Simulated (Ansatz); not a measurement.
# What BiN (model cell, started as CsCl type) distorts into

Aim: this structure of BiN (model cell, started as CsCl type) is to be tested for unstable modes, and one is followed downhill.

Main program and level: Ansatz 0.2.0; DFT PBEsol, scalar-relativistic, plane waves, PAW.

The structure was built from a prototype and need not be the compound's stable phase.

## 1. Starting point

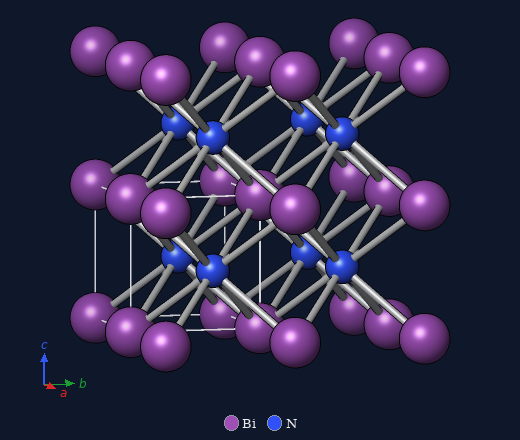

The cell as given, slightly off an axis (bismuth purple, nitrogen blue). 2×2×2 cells are drawn. Some periodic images of atoms are drawn too.

Structure file:

```cif
data_structure
_symmetry_space_group_name_H-M 'P 1'
_symmetry_Int_Tables_number 1
_cell_length_a 3.1376
_cell_length_b 3.1376
_cell_length_c 3.1376
_cell_angle_alpha 90.000
_cell_angle_beta 90.000
_cell_angle_gamma 90.000
_cell_volume 30.89
loop_
_atom_site_label
_atom_site_type_symbol
_atom_site_fract_x
_atom_site_fract_y
_atom_site_fract_z
_atom_site_occupancy
Bi1 Bi 0.00000 0.00000 0.00000 1
N2 N 0.50000 0.50000 0.50000 1
```

## 2. Response at finite wavevector

The cell comes from relaxations at this level that are not shown. Stability and thermal properties need the whole zone. Linear response on a 4×4×4 q mesh gives force constants as far as a supercell of that size would.

Contents of input.yaml:

```yaml
crystal:
  lattice:
    - [3.1375731501, 0.0, 0.0]
    - [0.0, 3.1375731501, 0.0]
    - [0.0, 0.0, 3.1375731501]
  atoms:
    - { symbol: Bi, position: [0.0, 0.0, 0.0] }
    - { symbol: "N", position: [0.5, 0.5, 0.5] }
kpoints:
  mp_grid: { grid: [16, 16, 16] }
hamiltonian:
  xc: pbesol
scf:
  occupations: { method: methfessel_paxton, width: 0.2 }
output:
  eigenvalues: true
phonons:
  method: dfpt
  qmesh: [4, 4, 4]
  temperatures: { t_max: 1000, t_step: 50 }
  qpath:
    path:
      - [[0.0, 0.0, 0.0], [0.0, 0.5, 0.0], [0.5, 0.5, 0.0], [0.0, 0.0, 0.0], [0.5, 0.5, 0.5], [0.0, 0.5, 0.0]]
      - [[0.5, 0.5, 0.5], [0.5, 0.5, 0.0]]
    npoints: 10
```

Launch:

```console
$ ansatz run input.yaml --threads 4 --pin off --max-ram 7168MiB --backend cpu --events-out ev --progress --plain --runs-dir out
```

Numbers of over 12 decimals in the logs are rounded to 6 here.

Log:

```text
Engine: ansatz 0.2.0, aarch64-unknown-linux-gnu
Pseudopotentials: kind: paw
Pseudopotential: Bi, paw, valence charge 15, recommended cutoff 420 eV (normal), Bi.paw.azcp
Pseudopotential: N, paw, valence charge 5, recommended cutoff 420 eV (normal), N.paw.azcp
Functional definition: PBEsol
  exchange = pbesol_x
  correlation = pbesol_c
Crystal: 2 atoms, lattice volume = 30.887 Å³
Basis set: ecut = 420 eV, 619 PW (Γ), exchange–correlation on 48×48×48 points (8 copies of the dense FFT grid, shifted against one another)
Bands: 14, of which v1, the nominal top of the filled ones, is band 10 counted from 1 (9 counted from 0)
Symmetry: 48 space group operations
k-points: 165 of 4096
Non-local potential: Bi, projectors of the file, l = 0: 2, l = 1: 2, l = 2: 2, l = 3: 2
Non-local potential: N, projectors of the file, l = 0: 2, l = 1: 2, l = 2: 1
PAW form: soft (Blöchl's): semilocal exchange-correlation on the pseudo side does not see the compensation charge
PAW frozen core: Bi, regenerated for the run's functional, and the local potential with it (the file was generated under x = pbe(κ = 0.804, μ = 0.219515), c = pbe(β = 0.066725))
PAW frozen core: N, regenerated for the run's functional, and the local potential with it (the file was generated under x = pbe(κ = 0.804, μ = 0.219515), c = pbe(β = 0.066725))
PAW one-centre angular grid: Bi, 590 points (default); XC on 64 Gauss nodes
PAW one-centre angular grid: N, 110 points (default); XC on 64 Gauss nodes
Initial density: superposition of atomic densities (neutral atoms: chi_scale 0, normalization atom), corrected by the library's trained network
Initial wavefunctions: pseudopotential atomic-orbital guess
Functional: x = pbesol(κ = 0.804, μ = 0.123457), c = pbesol(β = 0.046)
SCF iter   1: F=—  HF=-12618.040732 eV  |F-HF|=—  |Δ(HF+E_count)|=         —  Δρ=1.74e-2  dr2=1.23e-1  ethr=1.77e-3  ⟨swp⟩=5.0  Hψ=11301  notcnv=0
preconditioner: auto → none  [metal: Δε(μ)=0.019 eV  Ē_g=19.990 eV  σ=0.200 eV  W_gap=0.08  n_scr=6 (ndim 8)  ℏωp=29.9 eV  f_vac=0.000  D(μ)=0.96/eV (n_scr^D=6)  sad-step TF]
SCF iter   2: F=—  HF=-12618.028030 eV  |F-HF|=—  |Δ(HF+E_count)|=   1.27e-2  S|Δr|=    0.00e0  Δρ=1.25e-2  dr2=6.86e-2  ethr=6.15e-4  ⟨swp⟩=1.0  Hψ=3630  notcnv=0
SCF iter   3: F=—  HF=-12618.014426 eV  |F-HF|=—  |Δ(HF+E_count)|=   1.36e-2  S|Δr|=    0.00e0  Δρ=1.17e-3  dr2=4.15e-4  ethr=3.43e-4  ⟨swp⟩=1.5  Hψ=2414  notcnv=0
SCF iter   4: F=—  HF=-12618.014518 eV  |F-HF|=—  |Δ(HF+E_count)|=   9.19e-5  S|Δr|=    0.00e0  Δρ=2.02e-4  dr2=3.22e-6  ethr=2.08e-6  ⟨swp⟩=2.0  Hψ=2773  notcnv=0
SCF iter   5: F=—  HF=-12618.014536 eV  |F-HF|=—  |Δ(HF+E_count)|=   1.74e-5  S|Δr|=    0.00e0  Δρ=4.43e-5  dr2=6.58e-7  ethr=1.61e-8  ⟨swp⟩=2.0  Hψ=3982  notcnv=0
SCF iter   6: F=—  HF=-12618.014532 eV  |F-HF|=—  |Δ(HF+E_count)|=   4.23e-6  S|Δr|=    0.00e0  Δρ=1.12e-5  dr2=3.72e-8  ethr=3.29e-9  ⟨swp⟩=2.4  Hψ=3697  notcnv=0
SCF iter   7: F=—  HF=-12618.014531 eV  |F-HF|=—  |Δ(HF+E_count)|=   4.87e-9  S|Δr|=    0.00e0  Δρ=2.41e-6  dr2=2.30e-9  ethr=1.86e-10  ⟨swp⟩=2.0  Hψ=2774  notcnv=0
SCF iter   8: F=—  HF=-12618.014531 eV  |F-HF|=—  |Δ(HF+E_count)|=  6.08e-10  S|Δr|=    0.00e0  Δρ=1.96e-7  dr2=1.30e-11  ethr=1.15e-11  ⟨swp⟩=2.0  Hψ=2723  notcnv=0
SCF iter   9: F=-12618.014531 eV  HF=-12618.014531 eV  |F-HF|=1.82e-12  |Δ(HF+E_count)|=  9.09e-12  S|Δr|=    0.00e0  Δρ=6.35e-8  dr2=1.40e-12  ethr=1.00e-12  ⟨swp⟩=5.8  Hψ=10098  notcnv=0
the search or the solves at the SCF's close seem to have found levels that the self-consistency loop had missed (the run counts 2). By its estimate they hold under 1e-12 electrons; where the run keeps them, the occupations were computed again with them
SCF 1 converged in 9 iterations: F = -12618.014531 eV  dr2 = 1.40e-12
  greatest PAW one-centre occupation: 0.990 electrons in one spin orbital (limit 2), on the Bi atom at site 0 (counted from 0), in its partial waves of l = 2
Initial density: read from a saved state, or passed on in memory by an earlier SCF of this step, an earlier step, the calling program or the single point that the run made first
iter 1 solved again at ethr=1.80e-7 eV; its pass at ethr=3.10e-3 eV (dr2=3.59e-5 eV) is discarded
SCF iter   1: F=—  HF=-12618.014522 eV  |F-HF|=—  |Δ(HF+E_count)|=         —  Δρ=9.28e-7  dr2=1.12e-10  ethr=1.80e-7  ⟨swp⟩=3.2  Hψ=18818  notcnv=0
eigensolver tolerance schedule: the retry pair's looser diagonalisation over-reported the residual by 320188.76 of it (diagonalisation noise at an unbounded share of the residual, at the tolerance the schedule requests for it); recorded, not acted on — ethr = c·dr2/N_el stays at c = 1.0e-1
preconditioner: auto → none  [metal: Δε(μ)=0.018 eV  Ē_g=19.968 eV  σ=0.200 eV  W_gap=0.08  n_scr=6 (ndim 8)  ℏωp=29.9 eV  f_vac=0.000  D(μ)=1.11/eV (n_scr^D=6)]
SCF iter   2: F=—  HF=-12618.014531 eV  |F-HF|=—  |Δ(HF+E_count)|=   9.20e-6  S|Δr|=    0.00e0  Δρ=6.34e-7  dr2=6.42e-11  ethr=1.00e-12  ⟨swp⟩=4.1  Hψ=6531  notcnv=0
SCF iter   3: F=—  HF=-12618.014531 eV  |F-HF|=—  |Δ(HF+E_count)|=  1.27e-11  S|Δr|=    0.00e0  Δρ=3.81e-7  dr2=2.16e-11  ethr=1.00e-12  ⟨swp⟩=1.0  Hψ=2310  notcnv=0
SCF iter   4: F=-12618.014531 eV  HF=-12618.014531 eV  |F-HF|=7.28e-12  |Δ(HF+E_count)|=  3.64e-12  S|Δr|=    0.00e0  Δρ=2.58e-7  dr2=9.83e-12  ethr=1.00e-12  ⟨swp⟩=3.7  Hψ=6909  notcnv=0
SCF 2 converged in 4 iterations: F = -12618.014531 eV  dr2 = 9.83e-12
phonons: the bands overlap, so this run is a metal and interpolates without the dipole-dipole term. If the crystal is really an insulator or semiconductor, its LO-TO splitting is missing
NSCF: frozen V_eff on 165 k-points
NSCF: frozen V_eff on 405 k-points
DFPT response loops at q = (0, 0, 0) (fractional): preconditioner auto → Kerker (q_TF=auto, 2.538 Å⁻¹) (partly filled bands, converged f_vac=0.000); β = 1.00, the filter's whole step (`scf.mixing.beta` (0.50) is not read by the response loops under this deck's `scf.mixing.preconditioner`; to damp them name `kerker` or `kerker_dos`, under which they read `scf.mixing.beta`, and type it under 1.00, their step now; both keys bind the ground state too); Broyden in place of MSR1
NSCF: frozen V_eff on 2592 k-points
DFPT response loops at q = (0, 0, 0.25) (fractional): mixed as the last ones told, above
NSCF: frozen V_eff on 1458 k-points
DFPT response loops at q = (0, 0, -0.5) (fractional): mixed as the last ones told, above
NSCF: frozen V_eff on 4608 k-points
DFPT response loops at q = (0, 0.25, 0.25) (fractional): mixed as the last ones told, above
NSCF: frozen V_eff on 2592 k-points
DFPT response loops at q = (0, 0.25, -0.5) (fractional): mixed as the last ones told, above
NSCF: frozen V_eff on 1458 k-points
DFPT response loops at q = (0, -0.5, -0.5) (fractional): mixed as the last ones told, above
NSCF: frozen V_eff on 4352 k-points
DFPT response loops at q = (0.25, 0.25, 0.25) (fractional): mixed as the last ones told, above
NSCF: frozen V_eff on 4608 k-points
DFPT response loops at q = (0.25, 0.25, -0.5) (fractional): mixed as the last ones told, above
NSCF: frozen V_eff on 2592 k-points
DFPT response loops at q = (0.25, -0.5, -0.5) (fractional): mixed as the last ones told, above
NSCF: frozen V_eff on 810 k-points
DFPT response loops at q = (-0.5, -0.5, -0.5) (fractional): mixed as the last ones told, above
SCF converged after 9 iterations
Stability not checked: this state was not tested for a lower state beside it, because cold or Methfessel-Paxton smearing, or corrected tetrahedra, fill the levels in a way that the test cannot read (fill_not_monotonic; see scf.lower_state_search)
Free energy (F): -12618.014531 eV
Harris-Foulkes:  -12618.014531 eV  (|F-HF|=1.82e-12)
Internal energy: -12618.012258 eV  (E = F + TS)
E sigma→0 (E₀):  -12618.013963 eV
Entropy (-TS):   -0.002273 eV (-1.137 meV/atom)
Fermi energy:    14.075434 eV
--- Per-component energies (eV) ---
  E_band       = -11.135711
  E_kinetic    = 427.275591
  E_local      = -1299.966551  (includes V_loc(G=0)·N_el)
  E_nonlocal   = 611.031923
  E_hartree    = 388.041800
  E_xc         = -210.196373
  E_vxc        = -220.509027  (∫ρ·V_xc dr)
  E_paw        = -10630.590154  (= ΣΔE_a)
  E_vpaw       = -305.050799  (= ΣTr[D̂ρ^β])
  E_aug_tail   = -0.000452  (compensation charges beyond the density's cutoff)
  E_ewald      = -1903.725895
  E_core_change = 0.117851  (= ΣΔE_core)
  E_smearing   = -0.002273  (= −TS)
  E_closure    = 0.000000  (closes the sum)
  Σ components = -12618.014531   (vs F -12618.014531, Δ=0.00e0)
--- Band table (eV; the first three rows and the last of 165) ---
  k-point 0: bands = [... 6 lower, 5.8742, 12.1076, 12.1076, 12.1076, 21.4127, 21.4127, 21.4127, 21.4204]
  k-point 1: bands = [... 6 lower, 5.7756, 12.0812, 12.1537, 12.1537, 20.4386, 21.3493, 21.3493, 21.4557]
  k-point 2: bands = [... 6 lower, 5.4827, 12.0266, 12.2887, 12.2887, 19.4158, 21.1599, 21.1599, 21.5619]
  k-point 164: bands = [... 6 lower, 6.9238, 11.4893, 11.4893, 11.4893, 12.1666, 12.1666, 12.1666, 27.6492]
--- Phonons (Γ-DFPT): 2 representative perturbations + reference (Σ response iterations 6) ---
  ASR residual: 5.796e-5 → 0.000e0 eV/Å²; symmetrization residual: 1.370e-6 eV/Å²
  ASR residual per site (eV/Å²): 3.94e-6 5.80e-5
  Γ frequencies (cm⁻¹): -249.68 -249.68 -249.68 0.00 0.00 0.00
--- Phonons (arbitrary-q DFPT): 10 irreducible q on the 4×4×4 mesh ---
  q = [0.0000, 0.0000, 0.0000] (star 1, of the zone-centre solve; hermiticity 9.10e-7, symmetrization 3.93e-13): -249.68 -249.68 -249.68 -0.00 0.00 0.00
  q = [0.0000, 0.0000, 0.2500] (star 6, 4 solved perturbations in 4032 linear systems a pass and spin channel, the states on 1296 of 4096 k-point pairs; hermiticity 2.14e-7, symmetrization 3.35e-13): -207.21 -207.21 -30.76 -30.76 106.19 169.36
  q = [0.0000, 0.0000, -0.5000] (star 3, 4 solved perturbations in 2268 linear systems a pass and spin channel, the states on 729 of 4096 k-point pairs; hermiticity 2.49e-14, symmetrization 3.56e-13): -62.09 -62.09 79.90 79.90 166.29 320.70
  q = [0.0000, 0.2500, 0.2500] (star 12, 4 solved perturbations in 7056 linear systems a pass and spin channel, the states on 2304 of 4096 k-point pairs; hermiticity 2.73e-7, symmetrization 4.63e-13): -204.59 -201.36 -55.88 101.24 108.39 238.24
  q = [0.0000, 0.2500, -0.5000] (star 12, 6 solved perturbations on 1296 of 4096 k-point pairs; hermiticity 2.78e-7, symmetrization 8.39e-15): -169.57 -76.51 48.66 51.92 169.83 231.87
  q = [0.0000, -0.5000, -0.5000] (star 3, 4 solved perturbations in 2268 linear systems a pass and spin channel, the states on 729 of 4096 k-point pairs; hermiticity 6.60e-7, symmetrization 3.67e-13): -255.52 -255.52 -228.50 -89.92 141.99 141.99
  q = [0.2500, 0.2500, 0.2500] (star 8, 2 solved perturbations on 2176 of 4096 k-point pairs; hermiticity 2.32e-7, symmetrization 7.94e-13): -85.13 -85.13 45.16 119.31 119.31 183.06
  q = [0.2500, 0.2500, -0.5000] (star 12, 4 solved perturbations in 7056 linear systems a pass and spin channel, the states on 2304 of 4096 k-point pairs; hermiticity 2.28e-7, symmetrization 3.68e-14): -254.55 -86.22 67.29 143.06 164.66 235.68
  q = [0.2500, -0.5000, -0.5000] (star 6, 4 solved perturbations in 4032 linear systems a pass and spin channel, the states on 1296 of 4096 k-point pairs; hermiticity 3.25e-7, symmetrization 3.64e-13): 55.23 71.92 71.92 170.94 170.94 202.85
  q = [-0.5000, -0.5000, -0.5000] (star 1, 2 solved perturbations on 405 of 4096 k-point pairs; hermiticity 2.48e-14, symmetrization 1.93e-12): 116.82 116.82 116.82 303.82 303.82 303.82
  sum rule: each row above includes the acoustic sum rule's correction from the zone centre's row sums; it moved no ω² by more than (1.06 cm⁻¹)²
  mesh force constants: q→R imaginary residual 4.06e-18; ASR residual 5.796e-5 → 0.000e0 eV/Å²; symmetrization residual 2.665e-15 eV/Å²
  interpolated dispersion: 62 rows × 6 modes
  density of states and harmonic sums: on the 20×20×20 q-mesh, interpolated from the force constants of a 4×4×4 supercell (no non-analytic term)
  largest difference from the sums on the solved wave vectors: F 4.56e-2 eV, S 6.82e-5 and C_V 2.26e-5 eV/K
  zero-point energy: 0.030491 eV/cell   skipped modes (ω ≤ 0): 736, of them read as no rigid motion or as one in doubt: 733 (2.575e0 modes/cell left out, lowest -258.00 cm⁻¹)   left out of the sums: 4.29e-1 of the cell's modes: C_V's classical limit lies that fraction below 3 k_B per atom; for a crystal, a wire or a layer, F and S can be off by more, and a phonons.interpolated_qmesh denser along its periods is the remedy for the sampling
```

Elapsed: 6.1 min, on 4 threads of Arm Neoverse V2, shared host; peak memory 2.8 GiB; 24 min of CPU time.

The column dr2 measures how far the density is from self-consistency, as an energy; F and HF (Harris–Foulkes) agree once it is small.

Numbers from this step:

```
volume per atom                                         : 15.44 Å³
gap on the k-mesh                                       : 0 eV
sum-rule residual before enforcement                    : 5.80e-5 eV/Å²
lowest frequency on the path                            : -255.5 cm⁻¹
point group                                             : m-3m
highest frequency on the path or at a solved wavevector : 320.7 cm⁻¹
highest optical mode at the zone centre (no LO-TO term) : -249.7 cm⁻¹
lowest optical zone-centre mode                         : -249.7 cm⁻¹
lowest mode on the q mesh (acoustic modes at Γ apart)   : -255.5 cm⁻¹
```

Frequencies (cm⁻¹) solved at each irreducible wavevector; negative means imaginary. Frequencies by wavevector, by row:

```
q in reciprocal lattice units  star  mode 1  mode 2  mode 3  mode 4  mode 5  mode 6
                        0 0 0     1  -249.7  -249.7  -249.7       0       0       0
                     0 0 0.25     6  -207.2  -207.2   -30.8   -30.8   106.2   169.4
                     0 0 -0.5     3   -62.1   -62.1    79.9    79.9   166.3   320.7
                  0 0.25 0.25    12  -204.6  -201.4   -55.9   101.2   108.4   238.2
                  0 0.25 -0.5    12  -169.6   -76.5    48.7    51.9   169.8   231.9
                  0 -0.5 -0.5     3  -255.5  -255.5  -228.5   -89.9     142     142
               0.25 0.25 0.25     8   -85.1   -85.1    45.2   119.3   119.3   183.1
               0.25 0.25 -0.5    12  -254.6   -86.2    67.3   143.1   164.7   235.7
               0.25 -0.5 -0.5     6    55.2    71.9    71.9   170.9   170.9   202.8
               -0.5 -0.5 -0.5     1   116.8   116.8   116.8   303.8   303.8   303.8
```

Interpolated from a 4×4×4 q mesh. Phonon branches along the path, in cm⁻¹:

```csv
point,branch 1,branch 2,branch 3,branch 4,branch 5,branch 6
Γ,-250,-250,-250,0,0,0
X,-62,-62,80,80,166,321
M,-256,-256,-228,-90,142,142
Γ,-250,-250,-250,0,0,0
R,117,117,117,304,304,304
X,-62,-62,80,80,166,321
jump to R,117,117,117,304,304,304
M,-256,-256,-228,-90,142,142
```

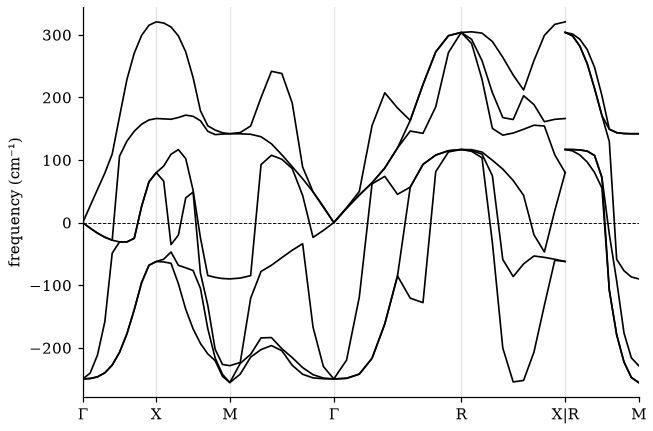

Phonon branches along the path.

Symmetry leaves 10 wavevectors to solve. The lowest mode among them, the acoustic zeros apart, lies at q = (0, -0.5, -0.5) and is imaginary, 255.5i cm⁻¹, so the energy falls along it.

## 3. The mode frozen in, largest atomic shift 0 Å

The mode followed lies at q = (0.25, 0.25, -0.5) with frequency 254.5i cm⁻¹, one of the unstable modes though not the softest. At small amplitude the distorted cell has space group no. 63 by a symmetry search on the positions. The undistorted cell that holds it gives the zero of energy on the same k mesh.

System of this step: BiN (model cell, started as CsCl type). It takes space group Pm-3m (No. 221, cubic). Conventional cell: a = 3.138 Å, b = 3.138 Å, c = 3.138 Å, α = 90.00°, β = 90.00°, γ = 90.00°. Bi has 8 N at 2.72 Å nearest. Nearest to N lie 8 Bi at 2.72 Å. Farther neighbours and most contacts between anions are not listed.

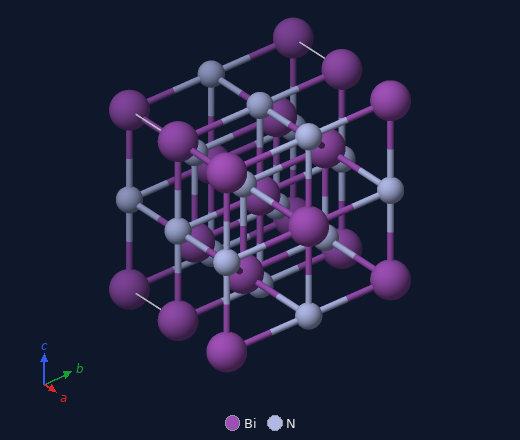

The cell of this step (bismuth purple, nitrogen light blue). 2×1×1 cells are drawn. Some periodic images of atoms are drawn too.

Contents of input.yaml:

```yaml
crystal:
  lattice:
    - [-3.1375731501, 3.1375731501, 0.0]
    - [-3.1375731501, -3.1375731501, -3.1375731501]
    - [-3.1375731501, -3.1375731501, 3.1375731501]
  atoms:
    - { symbol: Bi, position: [0.0, 0.5, 0.5] }
    - { symbol: Bi, position: [0.5, 0.25, 0.25] }
    - { symbol: Bi, position: [0.0, 1.0, 1.0] }
    - { symbol: Bi, position: [0.5, 0.75, 0.75] }
    - { symbol: "N", position: [0.5, 0.25, 0.75] }
    - { symbol: "N", position: [0.0, 0.0, 0.5] }
    - { symbol: "N", position: [0.5, 0.75, 0.25] }
    - { symbol: "N", position: [0.0, 0.5, 0.0] }
kpoints:
  mp_grid: { grid: [8, 8, 8] }
hamiltonian:
  xc: pbesol
scf:
  occupations: { method: methfessel_paxton, width: 0.2 }
output:
  forces: true
  stress: true
  eigenvalues: true
```

Log:

```text
[...]
Crystal: 8 atoms, lattice volume = 123.550 Å³
Basis set: ecut = 420 eV, 2391 PW (Γ), exchange–correlation on 60×80×80 points (8 copies of the dense FFT grid, shifted against one another)
Bands: 48, of which v1, the nominal top of the filled ones, is band 40 counted from 1 (39 counted from 0)
Symmetry: 32 space group operations
[...]
k-points: 105 of 512
[...]
k-point 0: bands = [... 36 lower, 12.1150, 12.3878, 12.3878, 13.7753, 14.6951, 14.6951, 16.4322, 16.4322, ... 4 higher]
  k-point 1: bands = [... 36 lower, 12.1072, 12.3345, 12.4062, 13.6580, 14.4595, 15.5449, 16.1657, 16.5326, ... 4 higher]
  k-point 2: bands = [... 36 lower, 12.2782, 12.9192, 13.0227, 13.3105, 14.7683, 15.5813, 16.5026, 16.6546, ... 4 higher]
  k-point 104: bands = [... 36 lower, 13.6526, 13.6526, 13.6552, 13.6552, 14.5497, 14.5497, 14.6950, 14.6950, ... 4 higher]
[key lines of the parts left out:]
SCF converged after 6 iterations
Free energy (F): -50472.057833 eV
Fermi energy:    14.095033 eV
P = ⅓ Tr σ = 0.1063 GPa (1.063 kbar)
```

Elapsed: 6.9 s, on 4 threads; peak memory 0.73 GiB.

Numbers from this step:

```yaml
pressure: 0.1063 GPa
energy_from_the_undistorted_cell: 0 meV/atom
```

The run ends at a pressure of 0.11 GPa.

[end of part 1 of 3]

[Logs are printed without paths, hosts, clocks, repeated set-up lines and the standing remarks that a program may print on its own settings, such as how far it seeks lower states.]

[Hosts, paths, dates, database ids (printed as entryN), source tags and the programs' standing remarks are cut or masked in the printed files.]
